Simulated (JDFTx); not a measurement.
Mo(100) slab cut from bulk Mo (space group Im-3m, indices of the conventional cell, lattice of the Materials Project entry mp-129, not re-optimised): 6 atoms in 6 planes, a 1x1 cell of 10.03 Å² (|a| = 3.168, |b| = 3.168 Å), 7.5 Å between the outermost planes, cell height 23.9 Å, 8×8×1 k mesh, Fermi smearing 0.01 Ha, no spin polarisation.

Computed with JDFTx (a modified build): PBE, GBRV ultrasoft potentials, plane waves to 20/100 Ha. Liquid on both sides: linear PCM (GLSSA13), water, 0.5 M NaCl; nuclei fixed. SHE scale: U = −μ/e − 4.44 V, by convention.

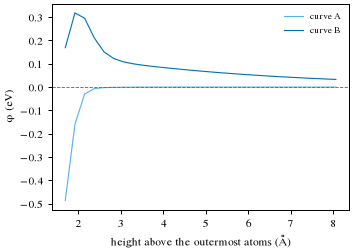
Figure: Plane-averaged electrostatic potential energy of an electron for two states of the electrode

Problem. One curve is the neutral slab. Which, and what is the sign of the other's charge?

Solution. Curve A is neutral (potential of zero charge, -1.00 V). Curve B is negatively charged, -16.8 μC/cm² at -1.70 V.
